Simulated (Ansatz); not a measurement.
One crystal and one scan (energy against volume) at two levels, PBE (plane waves to 420 eV, PAW, scalar-relativistic; Ansatz, a first-principles code) and PBEsol (plane waves to 420 eV, PAW, scalar-relativistic; Ansatz), each from its own relaxed cell and on its own mesh. The cell shown is that of PBE.

Sn (beta-Sn type, space group I4_1/amd)

```
Sn
1.0
   -2.97350     2.97350     1.60615
    2.97350    -2.97350     1.60615
    2.97350     2.97350    -1.60615
Sn
2
Cartesian
  0.00000   2.97350   0.80308
  0.00000   0.00000   0.00000
```

E(V) scan at fixed shape, V₀ the volume above. Symmetry pins the atoms to their sites.

E stands for the smeared free energy. Sn was relaxed with its symmetry unable to fall. With the shape held, the modulus is that of even scaling; a crystal free to change shape is softer. Percentages come from the unrounded values. Both scans cover V/V₀ from 0.840 to 1.160.

```
quantity                                                                       PBE  PBEsol     PBE − PBEsol
---------------------------------------------------------------------------  -----  ------  ---------------
Lattice constant a (Å)                                                       5.947   5.833  +0.114 (+2.0 %)
Lattice constant c (Å)                                                       3.212   3.158  +0.054 (+1.7 %)
Relaxed volume (Å³/atom)                                                     28.40   26.86   +1.54 (+5.7 %)
Pressure at the smallest volume (GPa)                                         12.7    15.0     -2.3 (-15 %)
Energy cost of the largest compression (meV/atom)                              151     169      -18 (-11 %)
Energy cost of the largest expansion (meV/atom)                                 81      90       -9 (-10 %)
Bulk modulus at fixed cell shape B₀ (third-order Birch-Murnaghan fit) (GPa)   47.5    56.0     -8.5 (-15 %)
Pressure derivative B₀′ (fit)                                                  4.8     4.9      -0.1 (-1 %)
Pressure for 5 % compression (fit) (GPa)                                       2.8     3.3     -0.5 (-15 %)
```

PBE gives the higher value for: lattice constant a; lattice constant c; relaxed volume. PBE gives the lower value for: pressure at the smallest volume; energy cost of the largest compression; energy cost of the largest expansion; bulk modulus at fixed cell shape B₀; pressure for 5 % compression. They agree on: pressure derivative B₀′ (within 1.5 %).

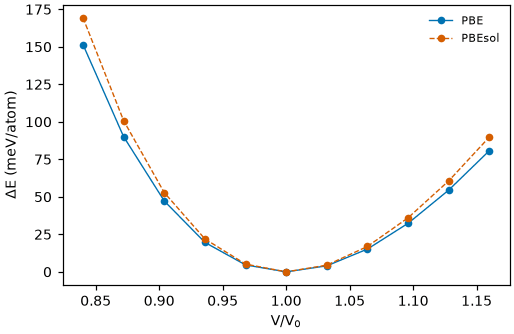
Fig. 1. ΔE, each from the relaxed starting cell of its own level.

(A scan under strain: stresses follow from slopes of the energy per volume, elastic moduli from its curvatures.)
